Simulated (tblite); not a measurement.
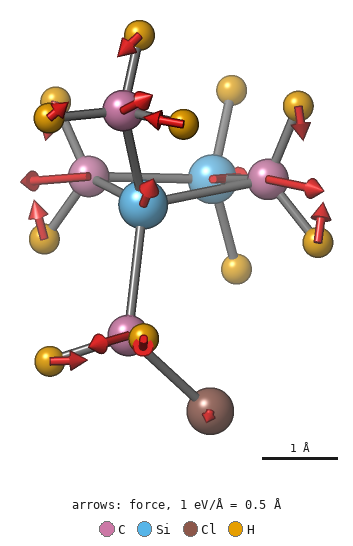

Starting geometry of C₄H₁₁ClSi₂ with the computed forces as red arrows. A ball-and-stick model, seen from a free direction.

Theory: tblite 0.8.0, GFN2-xTB geometry optimisation, gas phase. 

Question: What follows when this structure is relaxed?

Answer: It isn't relaxed: the largest force vector, on a C atom, is 2.53 eV/Å. The final displacements have little in common with the starting forces (cosine between the two patterns 0.24). After 86 geometry steps the energy has fallen by 16.4 kcal/mol. The Cl atom moves most after the best rigid fit: 0.67 Å. By element the largest moves are Cl 0.67 Å, H 0.57 Å, C 0.15 Å, Si 0.13 Å. Among the contacts that change: C–Si 1.840 → 1.918 Å, C–Si 1.864 → 1.922 Å, C–H 1.126 → 1.087 Å, C–Si 1.863 → 1.900 Å. Among the angles between lasting bonds that change: C–Si–C 107.6° → 117.9°, H–C–H 115.1° → 106.7°, H–C–H 113.8° → 106.7°. Groups turn about C–Si by about 30°. Cost: 0.78 s on 1 thread of Arm Neoverse V1, with other jobs on the host.
